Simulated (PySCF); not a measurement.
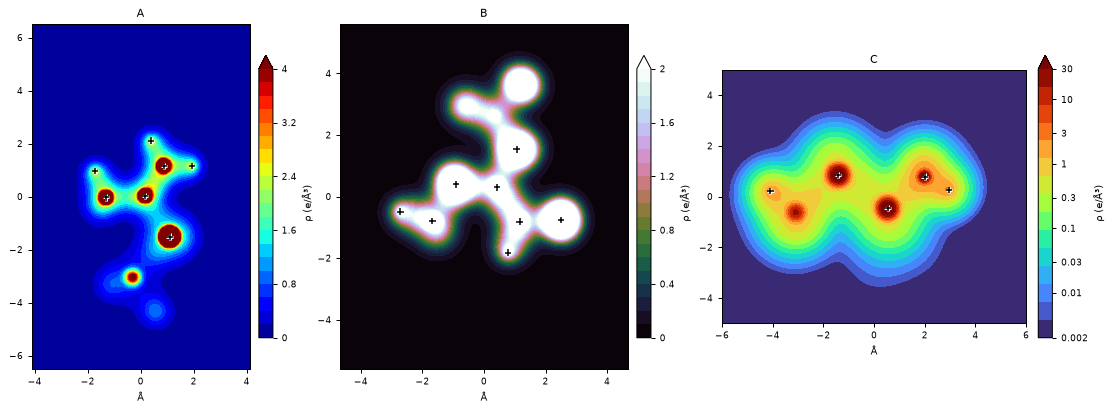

The electron density of 3 systems, each on a plane through atoms (crosses mark nuclei in the plane).

Method: PySCF, PBE0/pcSseg-1, SCF density, gas phase, non-relativistic.

System 1: CH₁₃PSi₄ (SMILES C[Si]([SiH3])([SiH3])[SiH2]P), the plane of atoms C1, Si2 and Si5. Geometry: GFN2-xTB.

```xyz
19

C    -0.8830    2.1721   -0.2676
Si   -0.4052    0.3288   -0.0173
Si   -1.6866   -0.9600   -1.5090
Si   -0.7780   -0.1784    2.2469
Si    1.8762    0.1922   -0.5585
P     2.3352   -2.0024   -0.5228
H    -1.9289    2.3404   -0.0291
H    -0.2950    2.8295    0.3662
H    -0.7287    2.4879   -1.2952
H    -1.8832   -2.3190   -1.0016
H    -1.0654   -1.0748   -2.8306
H    -3.0227   -0.3975   -1.7282
H    -0.4015   -1.5633    2.5401
H    -0.0028    0.6615    3.1668
H    -2.1806   -0.0344    2.6452
H     2.2728    0.6019   -1.9147
H     2.8277    0.8997    0.3169
H     2.2371   -2.1169    0.8483
H     3.7028   -1.8581   -0.4632
```

System 2: C₄H₄F₄O₂ (SMILES CO/C(=C/F)OC(F)(F)F), the plane of atoms O2, C1 and H11. Geometry: GFN2-xTB.

```tsv
atom	x (Å)	y (Å)	z (Å)
C	1.7039	-0.9786	0.4326
O	0.3299	-0.6533	0.3608
C	-0.0084	0.5589	-0.1096
C	0.8055	1.5172	-0.5472
F	0.3185	2.6840	-0.9994
O	-1.3776	0.7864	-0.1026
C	-2.1989	-0.2549	0.0073
F	-3.4401	0.1766	-0.1765
F	-2.1693	-0.8502	1.2041
F	-1.9770	-1.2149	-0.8979
H	1.7387	-1.9810	0.8538
H	2.1584	-0.9769	-0.5609
H	2.2365	-0.2825	1.0847
H	1.8791	1.4687	-0.5713
```

System 3: C₃H₆F₂SSi (SMILES C=C(C)S[SiH](F)F), the plane of atoms C1, C2 and C3. Geometry: GFN2-xTB.

```yaml
atoms:
  - { symbol: C, position_ang: [-2.2920, -0.3428, -0.2631] }
  - { symbol: C, position_ang: [-1.0008, -0.0703, -0.1622] }
  - { symbol: C, position_ang: [-0.3346, 1.0963, -0.8094] }
  - { symbol: S, position_ang: [-0.0011, -1.1647, 0.8445] }
  - { symbol: Si, position_ang: [2.0228, -0.6918, 0.4227] }
  - { symbol: F, position_ang: [2.3653, -0.7798, -1.1359] }
  - { symbol: F, position_ang: [2.8772, -1.8805, 1.0403] }
  - { symbol: H, position_ang: [-2.7283, -1.1964, 0.2230] }
  - { symbol: H, position_ang: [-2.9501, 0.2859, -0.8373] }
  - { symbol: H, position_ang: [0.1619, 1.7185, -0.0656] }
  - { symbol: H, position_ang: [0.4094, 0.7655, -1.5325] }
  - { symbol: H, position_ang: [-1.0749, 1.6993, -1.3306] }
  - { symbol: H, position_ang: [2.5406, 0.5611, 0.9046] }
```

Q: Match each panel to its system.

A: Panel A is system 3, C₃H₆F₂SSi: the plane holds C, S and H. C–C (1.32 Å): the density is about 2.3 e/Å³ at the midpoint. Panel B is system 2, C₄H₄F₄O₂: the plane holds C, O, F and H. C–F (1.34 Å): the density is about 2.3 e/Å³ at the midpoint. Panel C is system 1, CH₁₃PSi₄: the plane holds C, Si and H. C–Si (1.92 Å): the density is about 0.87 e/Å³ at the midpoint.
